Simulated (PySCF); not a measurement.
# C₂H₇BO: NMR shifts at several levels of theory, part 2 of 2

PySCF 2.14.0. Atoms count from 0. Earlier steps stand in the parts before.

## Step 9: NMR shieldings: LC-wPBE/pcSseg-2

The job: settings as JSON, then the geometry in Å.

```
{"job": {"kind": "nmr", "xc": "LC-wPBE", "basis": "pcSseg-2", "pop": false}, "charge": 0, "multiplicity": 1}
B      1.944880     0.335835    -0.279237
C      0.538334     0.162387     0.352891
O     -0.452700    -0.275962    -0.523883
C     -1.705132    -0.403276     0.067755
H      2.148339     0.151748    -1.454586
H      2.848965     0.683686     0.445851
H      0.283100     1.152726     0.809163
H      0.633613    -0.504982     1.243719
H     -1.701887    -1.138114     0.898989
H     -2.075196     0.560288     0.474745
H     -2.412153    -0.750219    -0.699223
```

Level: GIAO LC-wPBE/pcSseg-2 NMR shielding, non-relativistic, gas phase.

Standard output:

```text
coarse grid: 8688 points
cycle   1  E = -180.3439670743  dE =  3.642e-01  |g| = 5.744e-01  |ddm| = 1.956e+00
cycle   2  E = -180.3484634400  dE = -4.496e-03  |g| = 6.125e-01  |ddm| = 5.873e-01
cycle   3  E = -180.4082416832  dE = -5.978e-02  |g| = 4.762e-02  |ddm| = 2.928e-01
cycle   4  E = -180.4087861866  dE = -5.445e-04  |g| = 1.198e-02  |ddm| = 4.192e-02
cycle   5  E = -180.4088349110  dE = -4.872e-05  |g| = 3.338e-03  |ddm| = 1.464e-02
cycle   6  E = -180.4088386007  dE = -3.690e-06  |g| = 9.085e-04  |ddm| = 3.713e-03
final grid: 82440 points
cycle   7  E = -180.4071356405  dE = -8.696e-05  |g| = 4.805e-03  |ddm| = 3.064e-02
cycle   8  E = -180.4071372200  dE = -1.580e-06  |g| = 4.227e-03  |ddm| = 4.158e-03
cycle   9  E = -180.4071400297  dE = -2.810e-06  |g| = 6.179e-04  |ddm| = 1.861e-03
cycle  10  E = -180.4071401079  dE = -7.823e-08  |g| = 2.329e-04  |ddm| = 5.424e-04
cycle  11  E = -180.4071401086  dE = -6.669e-10  |g| = 3.422e-05  |ddm| = 1.945e-04
cycle  12  E = -180.4071401091  dE = -5.745e-10  |g| = 1.050e-05  |ddm| = 6.456e-05
converged SCF energy = -180.4071401091

GIAO shielding tensors (ppm)
atom      isotropic    diamagn.    paramagn.     s11        s22        s33       span
  0 B        4.216     190.347    -186.131    -77.346    -34.503    124.496    201.842
  1 C      107.300     242.266    -134.966     76.467     92.061    153.372     76.905
  2 O      332.078     387.556     -55.478    313.407    334.606    348.221     34.814
  3 C      125.214     237.863    -112.649     93.864     97.539    184.239     90.376
  4 H       23.562      28.808      -5.246     16.229     27.065     27.393     11.164
  5 H       23.835      28.567      -4.731     16.882     26.931     27.694     10.812
  6 H       27.485      30.020      -2.535     23.142     26.143     33.170     10.028
  7 H       27.305      29.989      -2.684     23.069     25.836     33.012      9.942
  8 H       28.206      29.338      -1.132     25.056     26.098     33.465      8.409
  9 H       28.218      29.397      -1.180     25.063     26.126     33.465      8.402
 10 H       27.676      28.401      -0.725     23.926     25.727     33.375      9.449
```

It took 30 s on 1 thread of Arm Neoverse V2, shared host; peak memory 0.85 GiB.

This run: δ C1 81.0, C3 63.1, B0 94.7, O2 0.6, H4 7.62, H6 3.92 ppm (means over like atoms).

## Step 10: NMR shieldings: PBE0/STO-3G

Same as in step 9 but for these lines:

```diff
@@ -1,2 +1,2 @@
-{"job": {"kind": "nmr", "xc": "LC-wPBE", "basis": "pcSseg-2", "pop": false}, "charge": 0, "multiplicity": 1}
+{"job": {"kind": "nmr", "xc": "PBE0", "basis": "STO-3G", "pop": true}, "charge": 0, "multiplicity": 1}
 B      1.944880     0.335835    -0.279237
```

Level: GIAO PBE0/STO-3G NMR shielding, non-relativistic, gas phase.

Standard output:

```text
coarse grid: 8688 points
cycle   1  E = -177.9186004722  dE =  2.584e-01  |g| = 3.867e-01  |ddm| = 3.837e+00
cycle   2  E = -177.9244966127  dE = -5.896e-03  |g| = 3.917e-01  |ddm| = 1.086e+00
cycle   3  E = -177.9694540630  dE = -4.496e-02  |g| = 1.608e-02  |ddm| = 5.325e-01
cycle   4  E = -177.9695172984  dE = -6.324e-05  |g| = 9.234e-03  |ddm| = 3.552e-02
cycle   5  E = -177.9695438467  dE = -2.655e-05  |g| = 4.725e-04  |ddm| = 1.258e-02
cycle   6  E = -177.9695439202  dE = -7.348e-08  |g| = 1.929e-04  |ddm| = 9.747e-04
final grid: 82440 points
cycle   7  E = -177.9503110144  dE = -4.585e-06  |g| = 4.505e-03  |ddm| = 1.370e-02
cycle   8  E = -177.9503119988  dE = -9.844e-07  |g| = 4.140e-03  |ddm| = 1.031e-02
cycle   9  E = -177.9503168419  dE = -4.843e-06  |g| = 1.757e-04  |ddm| = 5.051e-03
cycle  10  E = -177.9503168532  dE = -1.131e-08  |g| = 1.080e-05  |ddm| = 2.841e-04
cycle  11  E = -177.9503168532  dE = -4.286e-11  |g| = 5.262e-06  |ddm| = 2.792e-05
converged SCF energy = -177.9503168532

GIAO shielding tensors (ppm)
atom      isotropic    diamagn.    paramagn.     s11        s22        s33       span
  0 B       39.827     195.739    -155.912    -37.733      0.996    156.218    193.950
  1 C      176.230     246.623     -70.393    149.591    164.435    214.665     65.074
  2 O      377.249     375.078       2.171    358.851    369.319    403.578     44.726
  3 C      184.393     246.246     -61.853    160.771    161.890    230.518     69.748
  4 H       24.912      30.204      -5.293     17.928     27.890     28.916     10.988
  5 H       25.144      29.938      -4.795     18.580     28.054     28.797     10.218
  6 H       30.386      31.173      -0.787     26.252     28.868     36.038      9.786
  7 H       30.207      31.150      -0.943     26.135     28.688     35.797      9.661
  8 H       31.042      30.523       0.519     27.591     28.532     37.005      9.414
  9 H       31.049      30.609       0.440     27.616     28.529     37.001      9.386
 10 H       30.337      29.359       0.979     26.200     27.341     37.470     11.270
```

It took 1.6 s on 1 thread of Arm Neoverse V2, shared host; peak memory 0.37 GiB.

In short: δ C1 58.5, C3 50.3, B0 88.9, O2 -35.5, H4 7.58, H6 2.31 ppm (means over like atoms).

## Step 11: NMR shieldings: PBE0/6-31G

Same as in step 10 but for these lines:

```diff
@@ -1,2 +1,2 @@
-{"job": {"kind": "nmr", "xc": "PBE0", "basis": "STO-3G", "pop": true}, "charge": 0, "multiplicity": 1}
+{"job": {"kind": "nmr", "xc": "PBE0", "basis": "6-31G", "pop": true}, "charge": 0, "multiplicity": 1}
 B      1.944880     0.335835    -0.279237
```

With the program's defaults for keys left out, this is: GIAO PBE0/6-31G NMR shielding, non-relativistic, gas phase.

Standard output:

```text
coarse grid: 8688 points
cycle   1  E = -180.1469634076  dE =  2.670e-01  |g| = 4.803e-01  |ddm| = 2.760e+00
cycle   2  E = -180.0907566245  dE =  5.621e-02  |g| = 7.364e-01  |ddm| = 1.364e+00
cycle   3  E = -180.1980062159  dE = -1.072e-01  |g| = 3.382e-02  |ddm| = 8.391e-01
cycle   4  E = -180.1982108800  dE = -2.047e-04  |g| = 1.855e-02  |ddm| = 4.755e-02
cycle   5  E = -180.1983040868  dE = -9.321e-05  |g| = 2.439e-03  |ddm| = 1.946e-02
cycle   6  E = -180.1983059295  dE = -1.843e-06  |g| = 5.873e-04  |ddm| = 3.515e-03
final grid: 82440 points
cycle   7  E = -180.1665937087  dE = -5.761e-06  |g| = 8.481e-03  |ddm| = 1.533e-02
cycle   8  E = -180.1665832451  dE =  1.046e-05  |g| = 1.142e-02  |ddm| = 1.442e-02
cycle   9  E = -180.1666093116  dE = -2.607e-05  |g| = 1.004e-03  |ddm| = 8.494e-03
cycle  10  E = -180.1666095579  dE = -2.464e-07  |g| = 6.800e-05  |ddm| = 1.164e-03
cycle  11  E = -180.1666095591  dE = -1.190e-09  |g| = 2.747e-05  |ddm| = 1.064e-04
cycle  12  E = -180.1666095594  dE = -2.527e-10  |g| = 3.211e-06  |ddm| = 3.477e-05
converged SCF energy = -180.1666095594

GIAO shielding tensors (ppm)
atom      isotropic    diamagn.    paramagn.     s11        s22        s33       span
  0 B       32.399     193.481    -161.082    -36.566     -0.224    133.987    170.553
  1 C      123.263     244.439    -121.177     94.405    110.416    164.966     70.561
  2 O      318.936     392.612     -73.676    307.488    314.591    334.728     27.240
  3 C      140.943     243.730    -102.787    113.689    114.635    194.506     80.816
  4 H       23.795      29.126      -5.331     16.519     26.894     27.973     11.454
  5 H       24.254      29.014      -4.761     17.249     26.515     28.997     11.747
  6 H       28.576      28.744      -0.169     24.494     27.278     33.955      9.461
  7 H       28.401      28.803      -0.402     24.451     27.000     33.751      9.300
  8 H       29.423      28.636       0.787     26.114     27.432     34.723      8.609
  9 H       29.437      28.626       0.811     26.138     27.440     34.734      8.596
 10 H       28.621      28.887      -0.267     24.611     26.613     34.638     10.028
```

It took 3 s on 1 thread of Arm Neoverse V2, shared host; peak memory 0.37 GiB.

In short: δ C1 76.3, C3 58.6, B0 80.8, O2 -0.4, H4 8.59, H6 4.12 ppm (means over like atoms).

## Step 12: Comparing the runs: NMR shifts

Shifts (ppm), means over like atoms, with basis size and wall time:

| run | C1 | C3 | H4 | H6 | H8 | B0 | O2 | functions | time |
| --- | --- | --- | --- | --- | --- | --- | --- | --- | --- |
| PBE0/pcSseg-2 | 82.8 | 63.5 | 7.54 | 4.00 | 3.29 | 90.1 | 12.2 | 242 | 18 s |
| mPW1PW91/pcSseg-2 | 82.3 | 63.4 | 7.47 | 3.97 | 3.28 | 89.2 | 11.4 | 242 | 18 s |
| WP04/pcSseg-2 | 78.5 | 64.0 | 6.43 | 3.70 | 3.15 | 83.6 | 14.7 | 242 | 19 s |
| B97-2/pcSseg-2 | 80.5 | 63.1 | 7.29 | 3.96 | 3.28 | 85.0 | 12.8 | 242 | 19 s |
| BHandHLYP/pcSseg-2 | 78.9 | 61.8 | 7.16 | 3.73 | 3.24 | 88.2 | 3.0 | 242 | 19 s |
| CAM-B3LYP/pcSseg-2 | 83.4 | 63.8 | 7.49 | 3.96 | 3.36 | 93.6 | 11.4 | 242 | 25 s |
| wB97X-D/pcSseg-2 | 80.7 | 63.4 | 7.30 | 3.90 | 3.28 | 85.4 | 6.2 | 242 | 25 s |
| LC-wPBE/pcSseg-2 | 81.0 | 63.1 | 7.62 | 3.92 | 3.28 | 94.7 | 0.6 | 242 | 30 s |
| PBE0/STO-3G | 58.5 | 50.3 | 7.58 | 2.31 | 1.80 | 88.9 | -35.5 | 27 | 1.6 s |
| PBE0/6-31G | 76.3 | 58.6 | 8.59 | 4.12 | 3.45 | 80.8 | -0.4 | 50 | 3 s |

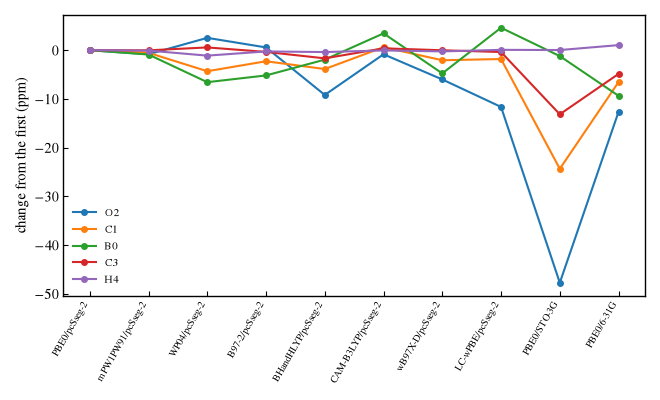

How five of the tabulated atoms move from run to run.

## Step 13: What came out

The summary covers parts 1 to 2.

| quantity | value |
| --- | --- |
| 13C shifts against TMS (PBE0/pcSseg-2) | 82.8, 63.5 ppm |
| 1H shifts against TMS (PBE0/pcSseg-2, means over atoms taken as alike) | 7.54, 4.00, 3.29 ppm |
| 11B shifts against BF3·OEt2 (PBE0/pcSseg-2) | 90.1 ppm |
| 17O shifts against H2O (PBE0/pcSseg-2) | 12.2 ppm |
| range of the shift of O2 | -35.5 to 14.7 ppm |
| property runs in this session | 10, of which 0 failed and 1 gave unsound results |

Single values in the summary come from the first run of each kind that ended normally (PBE0/pcSseg-2), which need not be the best level. At PBE0/pcSseg-2: The widest tensor belongs to B0: span 191 ppm, with a paramagnetic part of -182 ppm. In ppm, O2 moves most: its shift spreads over 50.3 ppm, from -35.5 (PBE0/STO-3G) to 14.7 (WP04/pcSseg-2). A minimal basis is unusable for shieldings, so that end is no result.
